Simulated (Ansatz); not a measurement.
# Fields on a plane of TiB2 (AlB2 type, space group P6/mmm)

```xyz
3
Lattice="3.0247 0.0000 0.0000 -1.5123 2.6195 0.0000 0.0000 0.0000 3.2226" Properties=species:S:1:pos:R:3 pbc="T T T"
Ti     0.0000     0.0000     0.0000
B      0.0000     1.7463     1.6113
B      1.5123     0.8732     1.6113
```

The slice is a (1 -1 0 0) plane (indices of the conventional cell) through the point (0.667, 0.333, 0.500) (fractional), spanned by u = [110] and v = [001] in vectors of this cell: u (3.02 Å) and v (3.22 Å, at 90° to u). It covers one period; positions are fractions (u, v).

Atoms on it: B at (0.00, 0.00). Other atoms lie within 1 Å of the plane.

Level of theory: r2SCAN (plane waves to 500 eV, PAW, scalar-relativistic; Ansatz, a first-principles code). k mesh 18×18×14. These are valence fields of a PAW run, semicore shells included where kept as valence: close to a nucleus they are smooth pseudo fields. TiB2 is run without spin polarisation. TiB2 was relaxed with its symmetry unable to fall.

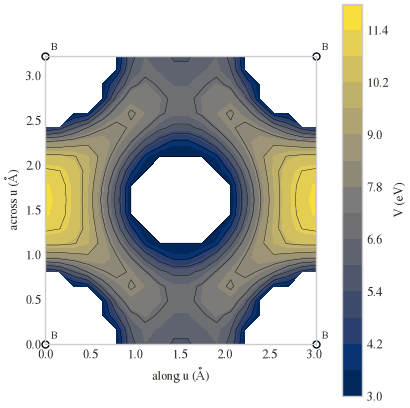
Figure. Electrostatic potential energy of an electron, from the cell's mean, in eV, one period of the plane, atoms marked. Points within 0.7 Å of a nucleus are left white, as the pseudised field means little there. Values under 3 eV are set to 3. The zero, the cell's mean, hangs on the PAW cores.

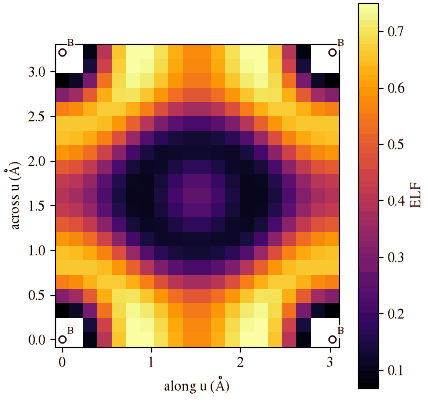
Figure: Electron localisation function (ELF), one period of the plane, atoms marked. Points within 0.3 Å of a nucleus are left white, as the pseudised field means little there.
